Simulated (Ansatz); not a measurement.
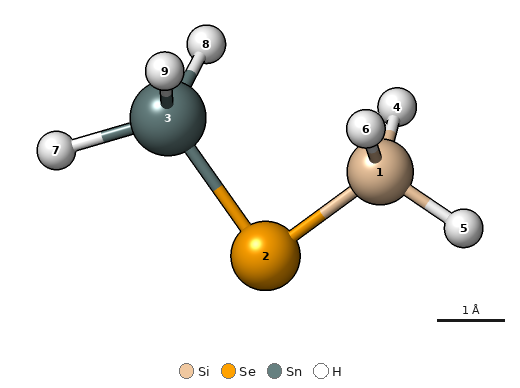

The structure as given in the input (ball-and-stick view, seen at a tilt; atoms are numbered from 1 in the order of the input). Sticks mark near contacts. Bond lengths as drawn: H–Si 1.42 to 1.52 Å, H–Sn 1.69 to 1.81 Å, Se–Si 2.22 Å and Se–Sn 2.54 Å.

**Geometry relaxation of SnSiH₆Se**

The run: geometry relaxation of SnSiH₆Se. Method and program: RKS B3LYP/def2-SVP (Ansatz 0.2.0).

It belongs to a series of runs on one base structure; here: end point A relaxed. Figures and captions count atoms from 1; the log counts them from 0 in places.

**Input file**
```yaml
crystal:
  periodic: [false, false, false]
  atoms:
    - { symbol: Si, position_ang: [-0.7706, 1.0972, -0.9993] }
    - { symbol: Se, position_ang: [1.3825, 0.5656, -0.9308] }
    - { symbol: Sn, position_ang: [0.8653, -1.1043, 0.9174] }
    - { symbol: H, position_ang: [-1.5474, -0.0343, -1.3453] }
    - { symbol: H, position_ang: [-1.018, 2.1662, -2.0574] }
    - { symbol: H, position_ang: [-1.2369, 1.6815, 0.2968] }
    - { symbol: H, position_ang: [2.4096, -1.8974, 1.4149] }
    - { symbol: H, position_ang: [-0.2095, -2.2777, 0.3437] }
    - { symbol: H, position_ang: [0.2135, -0.2431, 2.3429] }
basis:
  gaussian: { orbitals: def2-SVP }
hamiltonian:
  xc: b3lyp
relax:
  f_tol: 0.015
  max_steps: 40
output:
  orbitals: {}
```

Launched with:
```bash
ansatz run input.yaml --threads 2 --pin off --max-ram 3072MiB --backend cpu --events-out ev --progress --plain --runs-dir out
```

**The program's output**
```
The last accepted step is kept in [file] (removed where the run ends without a failure and the disk answers)
Engine: ansatz 0.2.0, x86_64-unknown-linux-gnu
Functional definition: B3LYP
  parameter a0 = 0.2
  parameter ax = 0.72
  parameter ac = 0.81
  exchange = (1 - a0 - ax)*slater_x + ax*b88_x + a0*exact_x
  correlation = (1 - ac)*vwn_rpa_c + ac*lyp_c
1200 factors; integrals over basis functions are off by at most 3.5e-4 eV
mean field evaluation 1: about -79149.1439 eV, gradient 1.4e1 eV
mean field evaluation 2: about -79149.5205 eV, gradient 9.5e0 eV
mean field evaluation 4: about -79149.7964 eV, gradient 5.8e-1 eV
mean field evaluation 8: about -79149.8022 eV, gradient 1.1e-2 eV
mean field -79149.80222036 eV, -2908.7015819355 hartree, gradient 4.5e-5 eV, S^2 0.000000; 0 other end points of the search recorded, 0 dependent functions left out
the calculation of the forces begins
reference -79149.80250632 eV, -2908.7015924441 hartree; 38, 38 occupied and 68, 68 virtual orbitals, 1200 factors
relax step   1: F+E_penalty+E_count = -79149.80222036 eV  Δ(F+E_penalty+E_count) = +0.000e0 eV  max|allowed force component| = 2.242e0 eV/Å  Δτ_max = 0.0000 Å  (23 SCF iters, accepted)
these checks for a lower state are left out or cut short: starts, cluster_reference, orbital_swaps, neighbouring_geometries, increment
1200 factors; integrals over basis functions are off by at most 4.4e-4 eV
mean field evaluation 16: about -79149.9426 eV, gradient 2.7e-1 eV
mean field -79149.94323422 eV, -2908.7067640991 hartree, gradient 1.6e-5 eV, S^2 0.000000; 0 other end points of the search recorded, 0 dependent functions left out
the calculation of the forces begins
reference -79149.94351914 eV, -2908.7067745697 hartree; 38, 38 occupied and 68, 68 virtual orbitals, 1200 factors
relax step   2: F+E_penalty+E_count = -79149.94323422 eV  Δ(F+E_penalty+E_count) = -1.410e-1 eV  max|allowed force component| = 1.328e0 eV/Å  Δτ_max = 0.1933 Å  (27 SCF iters, accepted)
these checks for a lower state are left out or cut short: starts, cluster_reference, orbital_swaps, neighbouring_geometries, increment
1200 factors; integrals over basis functions are off by at most 4.6e-4 eV
mean field -79150.03668105 eV, -2908.7101982067 hartree, gradient 9.7e-6 eV, S^2 0.000000; 0 other end points of the search recorded, 0 dependent functions left out
the calculation of the forces begins
reference -79150.03697234 eV, -2908.7102089117 hartree; 38, 38 occupied and 68, 68 virtual orbitals, 1200 factors
relax step   3: F+E_penalty+E_count = -79150.03668105 eV  Δ(F+E_penalty+E_count) = -9.345e-2 eV  max|allowed force component| = 4.698e-1 eV/Å  Δτ_max = 0.2000 Å  (27 SCF iters, accepted)
these checks for a lower state are left out or cut short: starts, cluster_reference, orbital_swaps, neighbouring_geometries, increment
1200 factors; integrals over basis functions are off by at most 4.7e-4 eV
mean field evaluation 32: about -79150.0601 eV, gradient 6.6e-5 eV
mean field -79150.06014733 eV, -2908.7110605767 hartree, gradient 6.6e-5 eV, S^2 0.000000; 0 other end points of the search recorded, 0 dependent functions left out
the calculation of the forces begins
reference -79150.06043907 eV, -2908.7110712978 hartree; 38, 38 occupied and 68, 68 virtual orbitals, 1200 factors
relax step   4: F+E_penalty+E_count = -79150.06014733 eV  Δ(F+E_penalty+E_count) = -2.347e-2 eV  max|allowed force component| = 2.679e-1 eV/Å  Δτ_max = 0.1615 Å  (24 SCF iters, accepted)
these checks for a lower state are left out or cut short: starts, cluster_reference, orbital_swaps, neighbouring_geometries, increment
1200 factors; integrals over basis functions are off by at most 4.7e-4 eV
mean field -79150.07437524 eV, -2908.7115834427 hartree, gradient 4.3e-5 eV, S^2 0.000000; 0 other end points of the search recorded, 0 dependent functions left out
the calculation of the forces begins
reference -79150.07466655 eV, -2908.7115941480 hartree; 38, 38 occupied and 68, 68 virtual orbitals, 1200 factors
relax step   5: F+E_penalty+E_count = -79150.07437524 eV  Δ(F+E_penalty+E_count) = -1.423e-2 eV  max|allowed force component| = 1.806e-2 eV/Å  Δτ_max = 0.0651 Å  (25 SCF iters, accepted)
these checks for a lower state are left out or cut short: starts, cluster_reference, orbital_swaps, neighbouring_geometries, increment
1200 factors; integrals over basis functions are off by at most 4.7e-4 eV
mean field -79150.07454570 eV, -2908.7115897072 hartree, gradient 6.7e-6 eV, S^2 0.000000; 0 other end points of the search recorded, 0 dependent functions left out
the calculation of the forces begins
reference -79150.07483700 eV, -2908.7116004120 hartree; 38, 38 occupied and 68, 68 virtual orbitals, 1200 factors
relax step   6: F+E_penalty+E_count = -79150.07454570 eV  Δ(F+E_penalty+E_count) = -1.705e-4 eV  max|allowed force component| = 5.780e-3 eV/Å  Δτ_max = 0.0071 Å  (23 SCF iters, accepted)
```

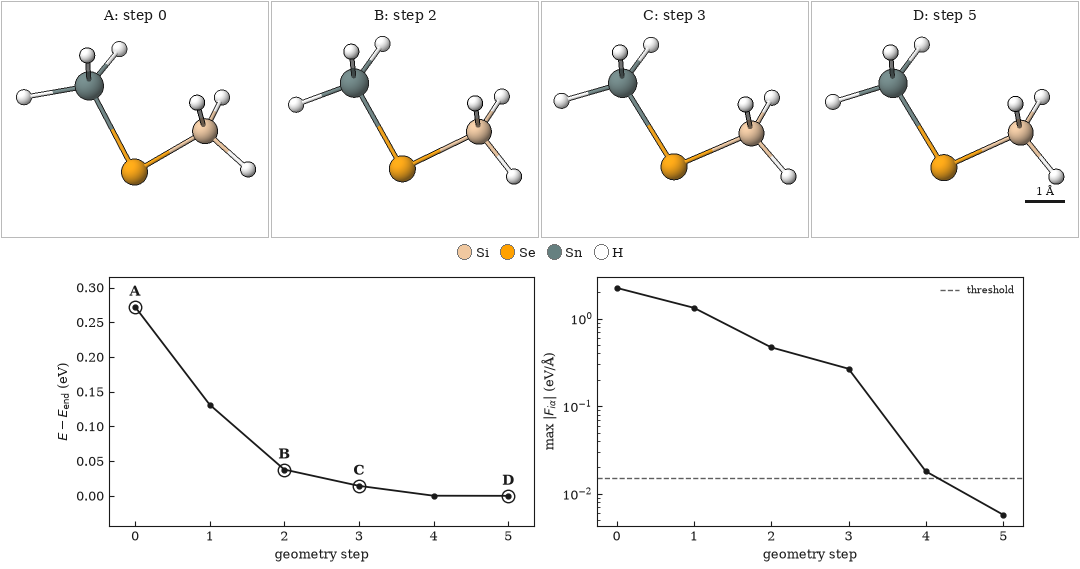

Frames of the relaxation (ball-and-stick view, seen at a tilt) above the curves, on which the letters mark them (the first geometry is step 0 here and step 1 in the log).

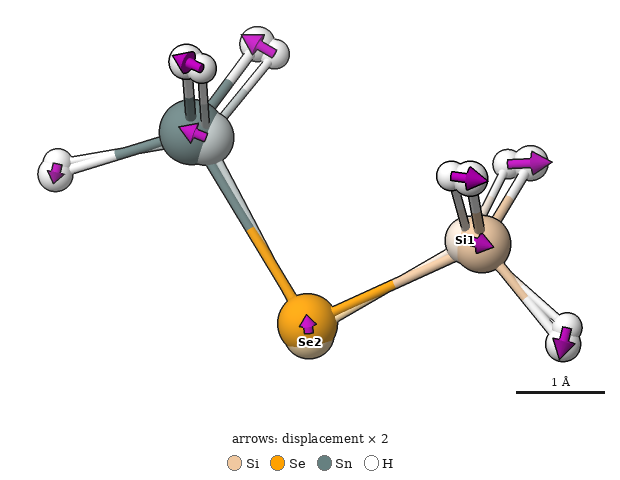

Start (faint) and end (solid) with the displacements as pink arrows, magnified 2 times (ball-and-stick view, seen at a tilt). The two geometries are laid on each other by the best rigid fit. The atom that moves furthest after the best rigid fit is H4 (0.27 Å). By element the largest moves are H 0.27 Å, Sn 0.18 Å, Si 0.16 Å, Se 0.12 Å. Distances before and after: Sn3–H7 1.806 → 1.715 Å, Si1–Se2 2.219 → 2.300 Å, Si1–H4 1.415 → 1.492 Å, Sn3–H9 1.788 → 1.720 Å. Among the angles that change: Si1–Se2–Sn3 89.0° → 97.9°, Se2–Si1–H5 110.3° → 106.0°, H7–Sn3–H9 107.7° → 111.1°. After 5 geometry steps the energy has fallen by 0.272 eV. The largest force component goes from 2.2 to 0.0058 eV/Å. (Atoms are counted from 1 in the order of the input.)

```
1200 factors; integrals over basis functions are off by at most 4.7e-4 eV
mean field -79150.07454570 eV, -2908.7115897072 hartree, gradient 6.7e-6 eV, S^2 0.000000; 1 other end points of the search recorded, 0 dependent functions left out
the calculation of the forces begins
reference -79150.07483700 eV, -2908.7116004120 hartree; 38, 38 occupied and 68, 68 virtual orbitals, 1200 factors
Total energy: -79150.07483700 eV, -2908.7116004120 hartree
Atom 0 at    -0.864124     1.207588    -1.070820 Å, force    -0.000041     0.001136    -0.000954 eV/Å
Atom 1 at     1.318861     0.520152    -0.844667 Å, force    -0.000425     0.003340    -0.003486 eV/Å
Atom 2 at     0.952292    -1.203440     1.036708 Å, force    -0.001578    -0.004589     0.005780 eV/Å
Atom 3 at    -1.761787     0.080550    -1.457439 Å, force    -0.001415    -0.002261    -0.002285 eV/Å
Atom 4 at    -0.860329     2.234082    -2.149670 Å, force     0.001300    -0.000260     0.000396 eV/Å
Atom 5 at    -1.388254     1.809963     0.189348 Å, force     0.000056     0.002258     0.001817 eV/Å
Atom 6 at     2.510027    -1.847197     1.355164 Å, force     0.001396     0.000313    -0.000737 eV/Å
Atom 7 at    -0.127548    -2.428723     0.498873 Å, force     0.000301    -0.000244    -0.000442 eV/Å
Atom 8 at     0.309363    -0.419276     2.425403 Å, force     0.000406     0.000310    -0.000090 eV/Å
Dipole moment:    -0.133900    -0.152864     0.189579 e Å
```

**Trajectory as extended XYZ (Å, eV, eV/Å), 6 frames, from step=1 to step=6**
```
9
Properties=species:S:1:pos:R:3:forces:R:3 step=1 energy=-79149.80222
Si   -0.7706    1.0972   -0.9993   -0.4754   2.2425  -0.2680
Se    1.3825    0.5656   -0.9308    1.1016  -0.0815  -0.1173
Sn    0.8653   -1.1043    0.9174    1.0314  -0.2322   1.4771
H    -1.5474   -0.0343   -1.3453   -0.9588  -1.2728  -0.2722
H    -1.0180    2.1662   -2.0574    0.2143  -0.3782   0.3137
H    -1.2369    1.6815    0.2968   -0.0314  -0.1395  -0.0027
H     2.4096   -1.8974    1.4149   -0.8094   0.4602  -0.3310
H    -0.2095   -2.2777    0.3437   -0.2957  -0.2251  -0.1251
H     0.2135   -0.2431    2.3429    0.2234  -0.3735  -0.6745
9
Properties=species:S:1:pos:R:3:forces:R:3 step=2 energy=-79149.94323
Si   -0.8256    1.1739   -1.0506    0.1542   0.3817   0.2092
Se    1.3761    0.5625   -0.8870    0.2156  -0.2380   0.1888
Sn    0.9888   -1.1885    1.0400   -1.3277   0.5087  -1.2628
H    -1.6446    0.0013   -1.3672   -0.3509  -0.3551  -0.1663
H    -0.9865    2.2153   -2.1184    0.1113  -0.1365   0.1333
H    -1.2886    1.7126    0.2645   -0.0682   0.0620  -0.0789
H     2.4108   -1.8882    1.4127    1.1790  -0.5247   0.2980
H    -0.1882   -2.3035    0.4149    0.2342   0.0367   0.1105
H     0.2464   -0.3318    2.2740   -0.1474   0.2651   0.5683
9
Properties=species:S:1:pos:R:3:forces:R:3 step=3 energy=-79150.03668
Si   -0.8430    1.1695   -1.0395    0.1381   0.3533  -0.2939
Se    1.3695    0.5137   -0.8468   -0.4698   0.0444   0.0527
Sn    0.9178   -1.1820    1.0286    0.0380  -0.1133  -0.0669
H    -1.7678    0.0718   -1.4470    0.0836  -0.0820   0.0452
H    -0.8157    2.1986   -2.1251   -0.0758  -0.0564   0.0798
H    -1.3911    1.7977    0.2034    0.1042  -0.0896  -0.0070
H     2.4931   -1.7678    1.2758    0.1763  -0.1857   0.1570
H    -0.1568   -2.4236    0.5068    0.0321   0.0554  -0.0162
H     0.2825   -0.4243    2.4267   -0.0267   0.0738   0.0493
9
Properties=species:S:1:pos:R:3:forces:R:3 step=4 energy=-79150.06015
Si   -0.8682    1.2281   -1.0918   -0.0799  -0.0073   0.1558
Se    1.3019    0.5095   -0.8331    0.1504   0.1390  -0.1733
Sn    0.9586   -1.2135    1.0400    0.0993  -0.0434   0.2679
H    -1.7487    0.0874   -1.4681   -0.0678  -0.0010  -0.0274
H    -0.9061    2.2638   -2.1695    0.1120  -0.0954   0.0694
H    -1.3829    1.8216    0.1813   -0.0073  -0.0102  -0.0787
H     2.5216   -1.8836    1.3848   -0.2029   0.1380  -0.0910
H    -0.1097   -2.4432    0.4995   -0.0459  -0.0273   0.0029
H     0.3220   -0.4165    2.4398    0.0422  -0.0924  -0.1255
9
Properties=species:S:1:pos:R:3:forces:R:3 step=5 energy=-79150.07437
Si   -0.8656    1.2059   -1.0689    0.0104   0.0037  -0.0091
Se    1.3161    0.5201   -0.8447    0.0173  -0.0060   0.0048
Sn    0.9499   -1.2028    1.0367    0.0181  -0.0064   0.0047
H    -1.7612    0.0783   -1.4588   -0.0095   0.0046   0.0063
H    -0.8542    2.2311   -2.1474   -0.0152   0.0142  -0.0135
H    -1.3874    1.8115    0.1905   -0.0109  -0.0047   0.0022
H     2.5105   -1.8429    1.3509   -0.0076  -0.0024   0.0030
H    -0.1287   -2.4286    0.4979   -0.0012  -0.0013   0.0026
H     0.3090   -0.4190    2.4266   -0.0014  -0.0016  -0.0010
9
Properties=species:S:1:pos:R:3:forces:R:3 step=6 energy=-79150.07455
Si   -0.8641    1.2076   -1.0708    0.0000   0.0011  -0.0010
Se    1.3189    0.5202   -0.8447   -0.0004   0.0033  -0.0035
Sn    0.9523   -1.2034    1.0367   -0.0016  -0.0046   0.0058
H    -1.7618    0.0805   -1.4574   -0.0014  -0.0023  -0.0023
H    -0.8603    2.2341   -2.1497    0.0013  -0.0003   0.0004
H    -1.3883    1.8100    0.1893    0.0001   0.0023   0.0018
H     2.5100   -1.8472    1.3552    0.0014   0.0003  -0.0007
H    -0.1275   -2.4287    0.4989    0.0003  -0.0002  -0.0004
H     0.3094   -0.4193    2.4254    0.0004   0.0003  -0.0001
```

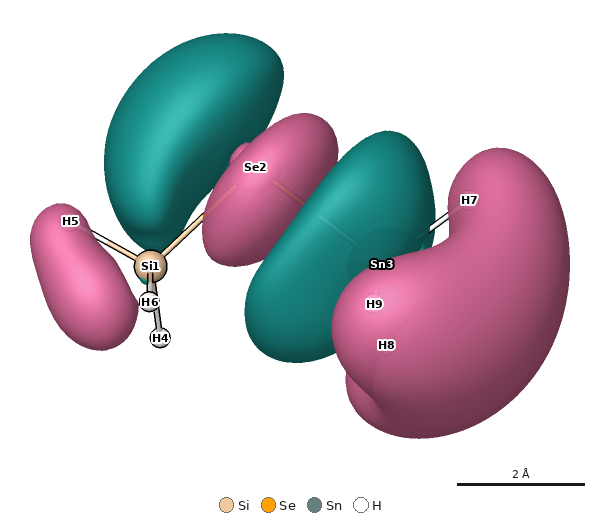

One frontier orbital at ±0.05 Å⁻³ᐟ² (teal and pink are the two phases), seen at a tilt. The LUMO, at −1.10 eV. By Hirshfeld shares it lies mainly on Sn3 (45 %) and Se2 (30 %).

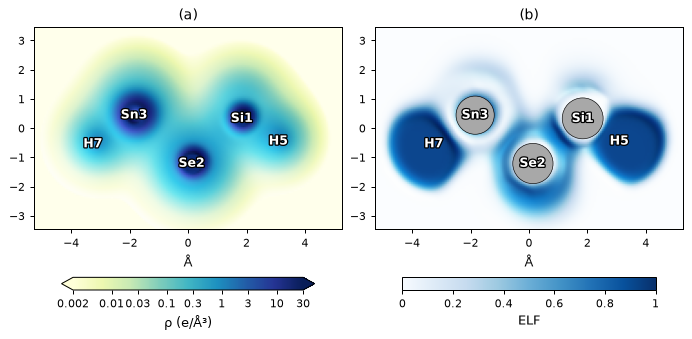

(a) total electron density; (b) ELF on the plane of atoms Si1, Se2 and Sn3. Grey discs, where drawn, cover atomic cores. Sn–Se (2.58 Å): ρ at the midpoint is about 0.46 e/Å³; the ELF peaks at about 0.75 in the valence shell of Se, 1.1 Å from its nucleus, and drops to about 0.20 between the two atoms. Sn–H (1.72 Å): ρ at the midpoint is about 1.1 e/Å³, with its minimum of 0.73 e/Å³ about 1.1 Å from Sn; the ELF climbs to about 1 towards the hydrogen.

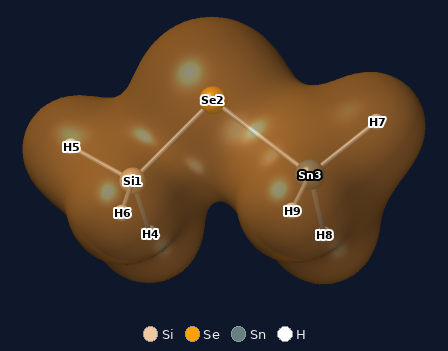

Isosurface of the total electron density at 0.05 e/Å³ (orange), seen at a tilt. At this value the surface is in one piece. On the grid the lowest density along these lines, outside the cores, is 0.58 e/Å³ (Si–Se, 2.30 Å), 0.45 e/Å³ (Sn–Se, 2.58 Å), 0.76 e/Å³ (Si–H, 1.49 Å) and 0.73 e/Å³ (Sn–H, 1.72 Å).

**Summary**

- outcome: converged
- total energy: −79150.0748 eV
- mean-field energy: −79150.0748 eV
- largest force (length of the vector) at the end: 0.008 eV/Å
- hardware: 2 threads of Intel Xeon @ 2.90GHz (Ice Lake), 16 GiB of memory available, shared host
- wall time: 24 s (CPU time 45 s)
- peak memory: 0.29 GiB
